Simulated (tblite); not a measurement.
## Run report: C$_{2}$H$_{9}$Ge$_{2}$O, geometry relaxation (part 2 of 2)

Continued. System: C$_{2}$H$_{9}$Ge$_{2}$O, multiplicity 2, SMILES C[CH][GeH2][O][GeH3]. Method: GFN2-xTB geometry optimisation, gas phase (tblite 0.8.0). It belongs to a series of runs on one base structure; here: H added to sp2 C.

Geometry of the input (Å):
```
C  -2.5104  -0.0622  0.5027
C  -1.6367  1.1154  0.2696
Ge 0.0695  0.7725  -0.5214
O  1.1825  0.1707  0.7022
Ge 2.8303  -0.1122  0.1012
H  -3.3106  0.2473  1.2366
H  -3.0896  -0.3612  -0.4128
H  -2.0062  -0.9280  0.9774
H  -2.1134  2.0561  0.0611
H  0.6048  2.1484  -1.0242
H  0.0163  -0.1308  -1.7879
H  2.8331  -0.5560  -1.3777
H  3.4385  -1.2364  0.9891
H  3.6912  1.1559  0.2619
```

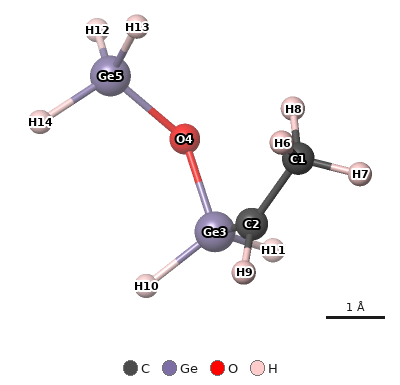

**Figure 1.** The geometry at step 84 of the log (ball-and-stick view, seen at a tilt; atoms are numbered from 1 in the order of the input).

Trajectory as extended XYZ, continued
```
14
Properties=species:S:1:pos:R:3:forces:R:3 step=49 energy=-455.37653
C    -2.3825   -0.1056    0.6309   -0.0150  -0.0280  -0.0060
C    -1.6209    1.0884    0.2041   -0.0550   0.0070   0.0110
Ge   -0.0919    1.0152   -0.9523    0.0210  -0.0190   0.0110
O     1.1568    0.0982   -0.0999   -0.0120   0.0030   0.0120
Ge    2.8259   -0.2149    0.2058    0.0240  -0.1010  -0.0690
H    -3.0189    0.0913    1.4944    0.0800   0.0360  -0.0080
H    -3.0397   -0.4420   -0.1805    0.0170  -0.0290   0.0040
H    -1.7089   -0.9355    0.8509   -0.0050   0.0200  -0.0240
H    -2.0476    2.0496    0.4445   -0.0100   0.0320   0.0190
H     0.4601    2.3798   -1.2828   -0.0030  -0.0010   0.0170
H    -0.2938    0.2112   -2.2144    0.0050  -0.0110  -0.0430
H     3.4291   -0.8962   -0.9984   -0.0410   0.0400   0.0490
H     2.7885   -1.1347    1.3902    0.0110   0.0420  -0.0020
H     3.5432    1.0748    0.4855   -0.0180   0.0070   0.0300
14
Properties=species:S:1:pos:R:3:forces:R:3 step=52 energy=-455.37956
C    -2.3424   -0.1091    0.6355    0.0160  -0.0010  -0.0350
C    -1.6166    1.1053    0.2039   -0.0120   0.0090  -0.0020
Ge   -0.1052    1.0302   -0.9788   -0.0130   0.0270   0.0060
O     1.1420    0.0695   -0.1716    0.0020   0.0230  -0.0120
Ge    2.7975   -0.2273    0.2145    0.0340   0.0130   0.0230
H    -2.9516    0.0602    1.5222    0.0420   0.0320   0.0190
H    -3.0143   -0.4478   -0.1612   -0.0350  -0.0160  -0.0120
H    -1.6446   -0.9279    0.8130    0.0180   0.0010   0.0190
H    -2.0519    2.0600    0.4592    0.0100  -0.0230   0.0080
H     0.4593    2.3943   -1.3059    0.0000  -0.0450   0.0240
H    -0.3569    0.2429   -2.2445    0.0320   0.0000  -0.0260
H     3.4537   -0.9227   -0.9455   -0.0290   0.0030  -0.0140
H     2.7203   -1.1130    1.4204   -0.0040  -0.0070   0.0100
H     3.5099    1.0649    0.5164   -0.0610  -0.0160  -0.0080
14
Properties=species:S:1:pos:R:3:forces:R:3 step=56 energy=-455.38126
C    -2.3398   -0.1089    0.6299   -0.0020  -0.0050   0.0280
C    -1.6266    1.1099    0.1929    0.0270  -0.0300  -0.0240
Ge   -0.1099    1.0316   -0.9803    0.0260  -0.0300  -0.0270
O     1.1388    0.0666   -0.1761    0.0090   0.0150   0.0100
Ge    2.7955   -0.2298    0.2165   -0.0450  -0.0080  -0.0040
H    -2.9326    0.0651    1.5271    0.0040  -0.0090  -0.0040
H    -3.0208   -0.4596   -0.1559    0.0020   0.0180   0.0310
H    -1.6318   -0.9204    0.8058   -0.0020   0.0060  -0.0040
H    -2.0514    2.0629    0.4684   -0.0010  -0.0100  -0.0010
H     0.4617    2.3889   -1.2992    0.0190   0.0210   0.0040
H    -0.3507    0.2442   -2.2491    0.0180   0.0140  -0.0090
H     3.4515   -0.9214   -0.9455   -0.0260  -0.0040  -0.0050
H     2.7170   -1.1118    1.4250   -0.0040  -0.0140   0.0010
H     3.4985    1.0623    0.5183   -0.0240   0.0360   0.0040
14
Properties=species:S:1:pos:R:3:forces:R:3 step=59 energy=-455.38355
C    -2.3051   -0.1136    0.6359    0.0200  -0.0190   0.0310
C    -1.6120    1.1134    0.1887   -0.0280  -0.0090   0.0140
Ge   -0.1158    1.0411   -1.0093    0.0310   0.0230   0.0000
O     1.1338    0.0544   -0.2385   -0.0110  -0.0110   0.0230
Ge    2.7694   -0.2356    0.2345   -0.0360  -0.0360  -0.0610
H    -2.8731    0.0452    1.5528    0.0180   0.0000  -0.0270
H    -3.0073   -0.4575   -0.1346    0.0190  -0.0040   0.0520
H    -1.5820   -0.9184    0.7835   -0.0480   0.0000  -0.0170
H    -2.0473    2.0590    0.4744    0.0240  -0.0040  -0.0180
H     0.4662    2.3998   -1.3112    0.0070  -0.0020  -0.0040
H    -0.3858    0.2734   -2.2831    0.0340   0.0060  -0.0140
H     3.4436   -0.9430   -0.9115   -0.0070   0.0240   0.0590
H     2.6651   -1.1063    1.4541   -0.0220   0.0150  -0.0390
H     3.4496    1.0675    0.5422    0.0000   0.0190   0.0010
14
Properties=species:S:1:pos:R:3:forces:R:3 step=63 energy=-455.38724
C    -2.2120   -0.1232    0.6516   -0.0170  -0.0030  -0.0300
C    -1.5914    1.1315    0.1769    0.0300  -0.0220   0.0220
Ge   -0.1300    1.0723   -1.0690   -0.0570  -0.0110   0.0410
O     1.1054    0.0156   -0.3706   -0.0050  -0.0410  -0.0200
Ge    2.6914   -0.2539    0.2569   -0.0340   0.0830   0.0410
H    -2.7121   -0.0066    1.6123    0.0330   0.0150   0.0100
H    -2.9645   -0.4664   -0.0675   -0.0400  -0.0210   0.0090
H    -1.4597   -0.9101    0.7098   -0.0110  -0.0320   0.0420
H    -2.0463    2.0589    0.4896    0.0420  -0.0010  -0.0410
H     0.4919    2.4162   -1.3430    0.0110   0.0310  -0.0200
H    -0.4652    0.3455   -2.3557    0.0750   0.0280   0.0270
H     3.4503   -0.9901   -0.8086    0.0110   0.0120   0.0190
H     2.5159   -1.0796    1.5019   -0.0500  -0.0040  -0.0610
H     3.3257    1.0696    0.5932    0.0110  -0.0340  -0.0370
14
Properties=species:S:1:pos:R:3:forces:R:3 step=66 energy=-455.39325
C    -2.1457   -0.1329    0.6665   -0.0590  -0.0230  -0.0150
C    -1.5777    1.1299    0.1562    0.0980  -0.0170  -0.0150
Ge   -0.1392    1.0952   -1.1170   -0.0330  -0.0440   0.0320
O     1.0782   -0.0126   -0.4640    0.0380  -0.0540  -0.0280
Ge    2.6208   -0.2583    0.2739   -0.0430   0.0590   0.0370
H    -2.5791   -0.0297    1.6595    0.0520   0.0350   0.0710
H    -2.9470   -0.4852    0.0120   -0.1120  -0.0210  -0.0880
H    -1.3864   -0.9121    0.6600    0.0600  -0.0680   0.0710
H    -2.0217    2.0500    0.4966   -0.0120   0.0590  -0.0250
H     0.5152    2.4315   -1.3592   -0.0140   0.0290  -0.0020
H    -0.4748    0.4100   -2.4262    0.0490   0.0330   0.0410
H     3.4433   -1.0161   -0.7254    0.0110   0.0260  -0.0020
H     2.3951   -1.0664    1.5225   -0.0730   0.0000  -0.0470
H     3.2184    1.0763    0.6224    0.0380  -0.0160  -0.0300
14
Properties=species:S:1:pos:R:3:forces:R:3 step=70 energy=-455.40422
C    -2.0891   -0.1535    0.6898    0.0800   0.0050  -0.0410
C    -1.5367    1.1110    0.1499   -0.0700  -0.0060   0.0180
Ge   -0.1369    1.1139   -1.1661   -0.0020  -0.0380   0.0450
O     1.0626   -0.0445   -0.5698    0.0590   0.0000  -0.0790
Ge    2.5435   -0.2550    0.2887    0.0440  -0.0090   0.0190
H    -2.4419   -0.0409    1.7166    0.0240   0.0090  -0.0540
H    -2.9428   -0.4938    0.0891    0.0240   0.0450   0.0430
H    -1.3364   -0.9458    0.6396   -0.0730   0.0850   0.0210
H    -1.9857    2.0363    0.4846    0.0090  -0.0800  -0.0380
H     0.5253    2.4590   -1.3813   -0.0400  -0.0420   0.0650
H    -0.4605    0.4917   -2.5056   -0.0120  -0.0030   0.0240
H     3.4368   -1.0342   -0.6300    0.0080   0.0370  -0.0190
H     2.2424   -1.0509    1.5261   -0.0750   0.0090   0.0070
H     3.1186    1.0861    0.6462    0.0220  -0.0120  -0.0110
14
Properties=species:S:1:pos:R:3:forces:R:3 step=73 energy=-455.41387
C    -2.0127   -0.1693    0.7212    0.0040   0.0580  -0.0810
C    -1.4841    1.0943    0.1541   -0.0170   0.0010   0.0100
Ge   -0.1251    1.1223   -1.2109   -0.1220  -0.1130   0.0950
O     1.0845   -0.0791   -0.7215    0.1260   0.0790  -0.0540
Ge    2.4719   -0.2660    0.3039   -0.0820   0.0420  -0.0120
H    -2.2951   -0.0637    1.7756    0.0080  -0.0030  -0.2320
H    -2.9066   -0.4746    0.1565    0.0440   0.0070   0.1890
H    -1.2817   -0.9728    0.6138   -0.0170   0.0490   0.0280
H    -1.9725    2.0090    0.4624    0.0410  -0.0540  -0.0390
H     0.5172    2.4754   -1.3998    0.0390   0.0130   0.0900
H    -0.4987    0.5845   -2.5753   -0.0040  -0.0510   0.0530
H     3.4474   -1.0511   -0.5155   -0.0030  -0.0240  -0.0080
H     2.0370   -1.0121    1.5351   -0.0240  -0.0040  -0.0380
H     3.0177    1.0827    0.6782    0.0070   0.0000  -0.0010
14
Properties=species:S:1:pos:R:3:forces:R:3 step=77 energy=-455.42589
C    -1.9757   -0.1705    0.7249   -0.0200  -0.0670   0.0030
C    -1.4751    1.0882    0.1377    0.0160  -0.0050   0.0310
Ge   -0.1209    1.1191   -1.2189    0.0310   0.0290  -0.0450
O     1.1014   -0.0877   -0.7931    0.0720   0.0450   0.0160
Ge    2.4272   -0.2659    0.3110    0.0110  -0.0040  -0.0820
H    -2.2138   -0.0653    1.7855    0.0010   0.0390  -0.0330
H    -2.8995   -0.4779    0.2208   -0.0210  -0.0280   0.0440
H    -1.2511   -0.9741    0.5943    0.0080  -0.0010  -0.0120
H    -1.9698    1.9947    0.4469   -0.0060   0.0620  -0.0300
H     0.5393    2.4706   -1.3773   -0.0030  -0.0080   0.0830
H    -0.4856    0.6112   -2.5895   -0.0600  -0.0580  -0.0260
H     3.4358   -1.0506   -0.4759   -0.0410  -0.0040   0.0660
H     1.9363   -1.0043    1.5276    0.0010   0.0140  -0.0500
H     2.9506    1.0920    0.6839    0.0110  -0.0130   0.0350
14
Properties=species:S:1:pos:R:3:forces:R:3 step=80 energy=-455.43299
C    -1.9172   -0.1838    0.7397    0.0280  -0.0090   0.0140
C    -1.4384    1.0729    0.1283   -0.0420  -0.0070  -0.0560
Ge   -0.1095    1.1187   -1.2570   -0.0280   0.0120  -0.0350
O     1.1300   -0.0949   -0.9009   -0.0010   0.0520   0.0230
Ge    2.3578   -0.2659    0.3110    0.0170  -0.0100   0.0260
H    -2.0816   -0.0626    1.8111    0.0290  -0.0090   0.0680
H    -2.8838   -0.4834    0.3197    0.0030  -0.0070  -0.0400
H    -1.2073   -0.9939    0.5642   -0.0510   0.0300   0.0140
H    -1.9529    1.9798    0.4146    0.0310  -0.0400  -0.0340
H     0.5502    2.4731   -1.3445    0.0200   0.0300   0.0150
H    -0.4932    0.6629   -2.6459   -0.0330  -0.0210   0.0370
H     3.4150   -1.0619   -0.3871   -0.0130  -0.0340   0.0440
H     1.7792   -0.9752    1.5109    0.0150   0.0090  -0.0970
H     2.8510    1.0938    0.7138    0.0250   0.0030   0.0210
14
Properties=species:S:1:pos:R:3:forces:R:3 step=84 energy=-455.43714
C    -1.9156   -0.1852    0.7477   -0.0600   0.0220  -0.0090
C    -1.4370    1.0633    0.1216   -0.0140   0.0350  -0.0280
Ge   -0.1118    1.1202   -1.2649    0.0400   0.0240   0.0290
O     1.1439   -0.0788   -0.9137    0.0250   0.0220   0.0000
Ge    2.3608   -0.2630    0.3093    0.0070   0.0360  -0.0500
H    -2.0746   -0.0614    1.8213    0.0240   0.0000  -0.0080
H    -2.8822   -0.4820    0.3246   -0.0200  -0.0010   0.0150
H    -1.2160   -0.9982    0.5685    0.0560  -0.0570   0.0190
H    -1.9465    1.9740    0.4001   -0.0090  -0.0080   0.0030
H     0.5472    2.4791   -1.3335   -0.0240  -0.0060  -0.0200
H    -0.5093    0.6616   -2.6461   -0.0060  -0.0140  -0.0020
H     3.4277   -1.0713   -0.3589   -0.0270  -0.0250   0.0030
H     1.7518   -0.9704    1.4837   -0.0140  -0.0320   0.0190
H     2.8608    1.0916    0.7180    0.0220   0.0040   0.0290
14
Properties=species:S:1:pos:R:3:forces:R:3 step=87 energy=-455.43884
C    -1.9289   -0.1852    0.7465    0.0450  -0.0220  -0.0060
C    -1.4412    1.0583    0.1150   -0.0120  -0.0030   0.0030
Ge   -0.1079    1.1215   -1.2629   -0.0040   0.0010  -0.0090
O     1.1619   -0.0626   -0.9215    0.0240   0.0180   0.0130
Ge    2.3731   -0.2579    0.3033    0.0050  -0.0010   0.0190
H    -2.0856   -0.0513    1.8185   -0.0230   0.0110   0.0120
H    -2.8940   -0.4822    0.3213   -0.0170   0.0000   0.0230
H    -1.2300   -1.0057    0.5854    0.0130   0.0020  -0.0230
H    -1.9452    1.9705    0.3970   -0.0160   0.0100  -0.0030
H     0.5365    2.4869   -1.3255   -0.0230  -0.0040  -0.0390
H    -0.5102    0.6484   -2.6401    0.0140   0.0200   0.0150
H     3.4296   -1.0805   -0.3636   -0.0140  -0.0080  -0.0040
H     1.7577   -0.9699    1.4754   -0.0070  -0.0110  -0.0050
H     2.8835    1.0892    0.7290    0.0160  -0.0130   0.0040
14
Properties=species:S:1:pos:R:3:forces:R:3 step=91 energy=-455.44025
C    -1.9389   -0.1874    0.7472   -0.0440   0.0190   0.0110
C    -1.4483    1.0532    0.1117    0.0210   0.0010   0.0130
Ge   -0.1094    1.1202   -1.2620   -0.0110  -0.0020   0.0190
O     1.1818   -0.0414   -0.9169   -0.0100   0.0310   0.0070
Ge    2.3918   -0.2558    0.3056   -0.0010  -0.0310   0.0050
H    -2.1137   -0.0412    1.8164    0.0380  -0.0240  -0.0250
H    -2.9046   -0.4812    0.3178    0.0210  -0.0180   0.0080
H    -1.2416   -1.0115    0.5950   -0.0080   0.0290   0.0030
H    -1.9442    1.9692    0.3982   -0.0120  -0.0120  -0.0130
H     0.5104    2.4944   -1.3372   -0.0040   0.0160  -0.0260
H    -0.5112    0.6445   -2.6368    0.0180  -0.0110   0.0000
H     3.4334   -1.0903   -0.3719   -0.0140   0.0060   0.0010
H     1.7728   -0.9750    1.4730   -0.0060   0.0090  -0.0100
H     2.9210    1.0818    0.7377    0.0100  -0.0130   0.0070
14
Properties=species:S:1:pos:R:3:forces:R:3 step=94 energy=-455.44183
C    -1.9311   -0.1888    0.7495   -0.0620  -0.0020   0.0320
C    -1.4453    1.0532    0.1135   -0.0180  -0.0030   0.0180
Ge   -0.1103    1.1275   -1.2619    0.0390   0.0110  -0.0350
O     1.1968   -0.0189   -0.9268    0.0060   0.0080   0.0260
Ge    2.3917   -0.2618    0.3084   -0.0210   0.0620  -0.0500
H    -2.0963   -0.0465    1.8209    0.0550  -0.0080  -0.0130
H    -2.9038   -0.4846    0.3360    0.0440   0.0050  -0.0200
H    -1.2356   -1.0125    0.5904    0.0010   0.0200  -0.0020
H    -1.9568    1.9644    0.3878   -0.0070  -0.0080  -0.0070
H     0.5009    2.5056   -1.3599   -0.0200   0.0050   0.0040
H    -0.5137    0.6470   -2.6353    0.0100  -0.0230   0.0040
H     3.4322   -1.1052   -0.3585   -0.0210   0.0050  -0.0070
H     1.7427   -0.9697    1.4597   -0.0230  -0.0380   0.0470
H     2.9280    1.0699    0.7540    0.0170  -0.0340   0.0020
14
Properties=species:S:1:pos:R:3:forces:R:3 step=98 energy=-455.44539
C    -1.8999   -0.1914    0.7551    0.0900  -0.0050  -0.0190
C    -1.4436    1.0584    0.1093   -0.0030  -0.0410  -0.0450
Ge   -0.1120    1.1449   -1.2743   -0.0400   0.0210  -0.0110
O     1.2180    0.0277   -0.9444   -0.0320   0.0010   0.0070
Ge    2.3663   -0.2630    0.3181   -0.0070  -0.0390   0.0430
H    -2.0064   -0.0644    1.8352   -0.0120   0.0250   0.0010
H    -2.8843   -0.4982    0.3817    0.0320   0.0410   0.0020
H    -1.1971   -1.0007    0.5590   -0.0120  -0.0260  -0.0020
H    -1.9850    1.9582    0.3574   -0.0300   0.0180   0.0290
H     0.4761    2.5281   -1.4051   -0.0100   0.0310   0.0290
H    -0.5248    0.6493   -2.6387    0.0110  -0.0430  -0.0140
H     3.3868   -1.1404   -0.3349    0.0000   0.0270  -0.0080
H     1.6764   -0.9687    1.4528   -0.0220  -0.0150   0.0020
H     2.9291    1.0394    0.8067    0.0360   0.0040  -0.0150
14
Properties=species:S:1:pos:R:3:forces:R:3 step=101 energy=-455.44868
C    -1.8620   -0.1931    0.7584   -0.0460   0.0230  -0.0150
C    -1.4582    1.0588    0.0865    0.0090   0.0760  -0.0080
Ge   -0.1282    1.1591   -1.2945    0.0330   0.0180  -0.0160
O     1.2177    0.0642   -0.9426   -0.0550  -0.0020   0.0220
Ge    2.3358   -0.2672    0.3366    0.0340  -0.0530   0.0290
H    -1.9199   -0.0690    1.8446   -0.0010   0.0170  -0.0660
H    -2.8595   -0.5118    0.4286    0.0490   0.0360   0.0400
H    -1.1599   -0.9887    0.5217    0.0370  -0.0950   0.0260
H    -1.9998    1.9573    0.3466   -0.0200  -0.0530   0.0220
H     0.4487    2.5466   -1.4292   -0.0200   0.0360   0.0220
H    -0.5204    0.6476   -2.6588    0.0080  -0.0430  -0.0090
H     3.3448   -1.1585   -0.3205   -0.0110   0.0330   0.0080
H     1.6254   -0.9823    1.4588   -0.0100   0.0370  -0.0430
H     2.9347    1.0165    0.8414   -0.0060  -0.0310  -0.0120
14
Properties=species:S:1:pos:R:3:forces:R:3 step=105 energy=-455.45415
C    -1.8152   -0.1963    0.7583    0.0030  -0.0020   0.0030
C    -1.4634    1.0587    0.0610    0.0010  -0.0090   0.0010
Ge   -0.1358    1.1861   -1.3195    0.0080  -0.0010  -0.0030
O     1.2243    0.1247   -0.9395    0.0220  -0.0200   0.0230
Ge    2.3033   -0.2796    0.3524    0.0090   0.0380  -0.0020
H    -1.8061   -0.0597    1.8437    0.0000   0.0110  -0.0030
H    -2.8319   -0.5150    0.5012    0.0230   0.0030   0.0010
H    -1.1253   -0.9985    0.4962   -0.0170   0.0180  -0.0080
H    -2.0376    1.9343    0.3267   -0.0040  -0.0140  -0.0060
H     0.4032    2.5895   -1.4591   -0.0150   0.0090   0.0020
H    -0.4960    0.6300   -2.6769   -0.0030   0.0070   0.0080
H     3.2974   -1.1825   -0.3033    0.0000  -0.0250  -0.0110
H     1.5326   -0.9755    1.4398   -0.0070  -0.0130   0.0010
H     2.9498    0.9632    0.8967   -0.0190  -0.0010  -0.0070
14
Properties=species:S:1:pos:R:3:forces:R:3 step=108 energy=-455.45450
C    -1.8037   -0.1968    0.7604   -0.0040   0.0010  -0.0050
C    -1.4617    1.0572    0.0566   -0.0020  -0.0080  -0.0020
Ge   -0.1356    1.1910   -1.3243    0.0040   0.0000   0.0090
O     1.2345    0.1440   -0.9397   -0.0040  -0.0070   0.0020
Ge    2.2972   -0.2792    0.3576    0.0070  -0.0140  -0.0010
H    -1.7800   -0.0581    1.8454    0.0020   0.0050  -0.0050
H    -2.8237   -0.5146    0.5172    0.0110   0.0000   0.0050
H    -1.1184   -0.9990    0.4892   -0.0010   0.0050   0.0000
H    -2.0478    1.9264    0.3159   -0.0030   0.0040  -0.0040
H     0.3891    2.5991   -1.4694   -0.0100   0.0070   0.0020
H    -0.4946    0.6275   -2.6787    0.0010   0.0040   0.0030
H     3.2800   -1.1937   -0.3010    0.0040  -0.0100   0.0020
H     1.5113   -0.9758    1.4352    0.0010  -0.0030  -0.0040
H     2.9527    0.9516    0.9134   -0.0060   0.0150  -0.0010
14
Properties=species:S:1:pos:R:3:forces:R:3 step=112 energy=-455.45471
C    -1.7957   -0.1967    0.7612   -0.0020  -0.0020   0.0070
C    -1.4615    1.0558    0.0521   -0.0080   0.0040   0.0010
Ge   -0.1338    1.1921   -1.3259    0.0010  -0.0040  -0.0080
O     1.2317    0.1385   -0.9442    0.0030  -0.0040   0.0020
Ge    2.2897   -0.2816    0.3587    0.0030   0.0100   0.0000
H    -1.7603   -0.0561    1.8460    0.0080   0.0010  -0.0100
H    -2.8174   -0.5170    0.5311   -0.0030   0.0030  -0.0040
H    -1.1124   -0.9977    0.4824    0.0040  -0.0060   0.0090
H    -2.0480    1.9247    0.3114   -0.0080   0.0040  -0.0030
H     0.3893    2.6015   -1.4649   -0.0020   0.0050   0.0010
H    -0.4904    0.6336   -2.6830   -0.0020   0.0080   0.0020
H     3.2765   -1.1975   -0.2928    0.0010  -0.0020   0.0060
H     1.4954   -0.9756    1.4316    0.0090  -0.0060   0.0020
H     2.9362    0.9558    0.9141   -0.0050  -0.0110  -0.0050
14
Properties=species:S:1:pos:R:3:forces:R:3 step=115 energy=-455.45477
C    -1.7962   -0.1967    0.7607    0.0020   0.0020  -0.0010
C    -1.4626    1.0562    0.0516    0.0000  -0.0020  -0.0020
Ge   -0.1339    1.1912   -1.3261   -0.0030   0.0030   0.0030
O     1.2296    0.1349   -0.9429    0.0020   0.0020  -0.0020
Ge    2.2908   -0.2815    0.3587   -0.0060  -0.0040  -0.0030
H    -1.7603   -0.0553    1.8450   -0.0010   0.0010   0.0010
H    -2.8177   -0.5171    0.5294    0.0020   0.0010   0.0030
H    -1.1120   -0.9978    0.4835   -0.0030   0.0020   0.0020
H    -2.0473    1.9260    0.3123   -0.0060  -0.0040  -0.0040
H     0.3881    2.6016   -1.4633    0.0020   0.0000   0.0000
H    -0.4909    0.6354   -2.6838    0.0000   0.0030  -0.0010
H     3.2776   -1.1977   -0.2927    0.0020   0.0020   0.0060
H     1.4994   -0.9767    1.4332    0.0080  -0.0040   0.0020
H     2.9348    0.9570    0.9125    0.0010  -0.0030  -0.0030
```

Results in brief

- outcome: converged
- total energy: −455.4548 eV
- hardware: 1 CPU thread, shared host
- wall time: 0.7 s
- peak memory: 0.18 GiB
